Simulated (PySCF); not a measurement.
System: C8H11 (SMILES [CH2][C@H]1C=CCC(=C)C1) (doublet).

```yaml
atoms:
  - { symbol: C, position_ang: [-1.7869, -0.6360, 0.9075] }
  - { symbol: C, position_ang: [-1.2727, -0.5133, -0.4703] }
  - { symbol: C, position_ang: [-1.2203, 0.9786, -0.7209] }
  - { symbol: C, position_ang: [-0.1088, 1.6908, -0.6078] }
  - { symbol: C, position_ang: [1.2280, 1.1053, -0.2668] }
  - { symbol: C, position_ang: [1.1177, -0.3292, 0.1598] }
  - { symbol: C, position_ang: [1.8038, -0.8350, 1.1712] }
  - { symbol: C, position_ang: [0.1297, -1.1187, -0.6412] }
  - { symbol: H, position_ang: [-1.1076, -0.5416, 1.7326] }
  - { symbol: H, position_ang: [-2.8399, -0.5638, 1.1005] }
  - { symbol: H, position_ang: [-1.9676, -0.9727, -1.1827] }
  - { symbol: H, position_ang: [-2.1642, 1.4529, -0.9467] }
  - { symbol: H, position_ang: [-0.1234, 2.7590, -0.7808] }
  - { symbol: H, position_ang: [1.8718, 1.1716, -1.1537] }
  - { symbol: H, position_ang: [1.7052, 1.7036, 0.5139] }
  - { symbol: H, position_ang: [2.4921, -0.2403, 1.7489] }
  - { symbol: H, position_ang: [1.7111, -1.8690, 1.4586] }
  - { symbol: H, position_ang: [0.3989, -1.0692, -1.6996] }
  - { symbol: H, position_ang: [0.1231, -2.1637, -0.3298] }
```

Geometry: GFN2-xTB.

Computed with UKS B3LYP, pcH-1 on C H, non-relativistic, mean-field spin-orbit, GIAO in PySCF.

> What will maps of the electron density, electron localisation function and spin density show?

C–C (1.32 Å): ρ at the midpoint is about 2.3 e/Å³; the ELF peaks at about 0.95 between the atoms (a short, multiple covalent bond).
C–H (1.08 Å): the density is about 2 e/Å³ at the midpoint; the ELF climbs to about 1 towards the hydrogen, as it does in any bond to H (an ordinary covalent bond to hydrogen).
C–C (1.50 Å): ρ is about 1.7 e/Å³ halfway; the ELF peaks at about 0.95 between the atoms (a shared electron pair).
The unpaired spin (1 electron) lies mostly on C1 (about 0.7), in electrons by Hirshfeld's partition.

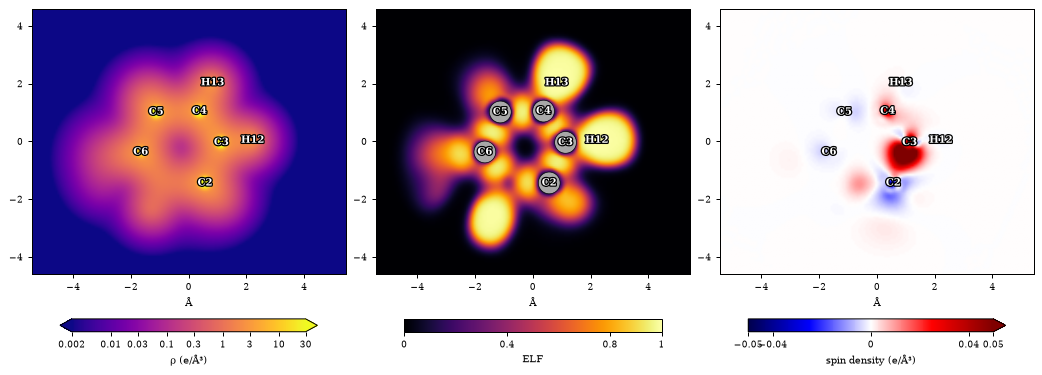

Computed electron density, electron localisation function and spin density on the plane of atoms C3, C4 and H13, in this order. Grey discs cover the atomic cores in the ELF map. 
